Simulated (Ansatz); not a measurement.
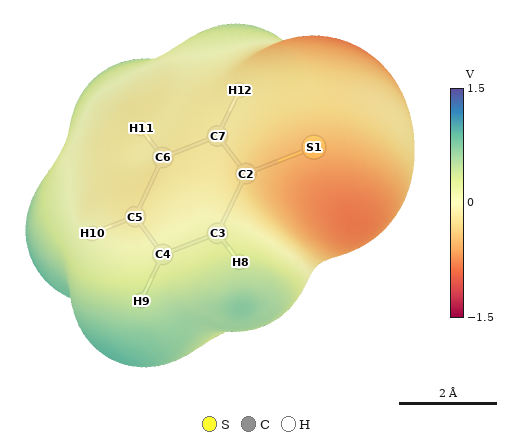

The picture shows: C₆H₅S (phs) (doublet). The molecular electrostatic potential painted on the density surface at 0.001 e/bohr³, seen at a tilt; red is negative and blue positive.

These are results of DFT custom functional, Gaussian basis def2-TZVPD in Ansatz, not measurements.

```xyz
12

S     2.7103   -0.2615   -0.6915
C     1.0481   -0.1403   -0.3178
C     0.1961   -1.2566   -0.4494
C    -1.1461   -1.1541   -0.1465
C    -1.6711    0.0581    0.2934
C    -0.8469    1.1719    0.4301
C     0.4965    1.0785    0.1294
H     0.6212   -2.1920   -0.7928
H    -1.7925   -2.0180   -0.2510
H    -2.7262    0.1351    0.5304
H    -1.2611    2.1131    0.7730
H     1.1522    1.9349    0.2300
```

Q: Describe the electrostatic potential map.

A: The most negative region (about −0.9 V, or −21 kcal/mol for a unit charge) lies over S1, the most positive (about +1.0 V, or +23 kcal/mol for a unit charge) over H10.
